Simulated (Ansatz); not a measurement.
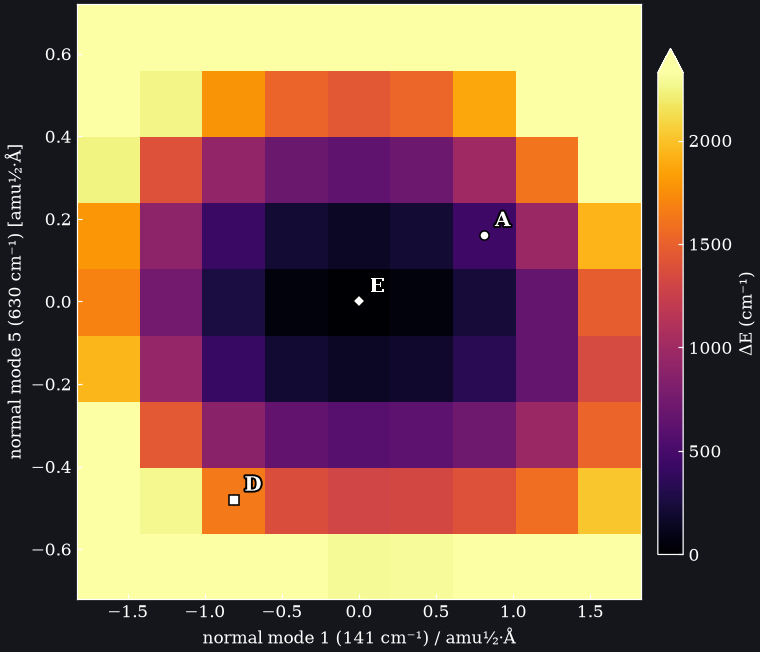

CH2BBrO, SMILES OC=BBr. First axis: normal mode 1 (141 cm⁻¹). Second axis: normal mode 5 (630 cm⁻¹). Nothing is relaxed (straight displacements along the two mass-weighted modes). The grid has 9 × 9 points. Points are written as (first, second). Energies: cm⁻¹, counted from the lowest grid point. The calculation used RKS BHLYP-D4/def2-TZVP in Ansatz.

In the figure: one coloured cell a grid point, one colour for all values above the top of the scale, lettered points.

**Is D the lowest point of the computed grid?**

No. D lies 1638 cm⁻¹ above the lowest grid point, which is at (0.000 amu½·Å, 0.00 amu½·Å).

**What kind of point is each of A, D, E: minimum, saddle, maximum or slope?**

A: on a slope; D: on a slope; E: minimum. (In these two coordinates alone; a stationary point may lie a little off the grid point.)
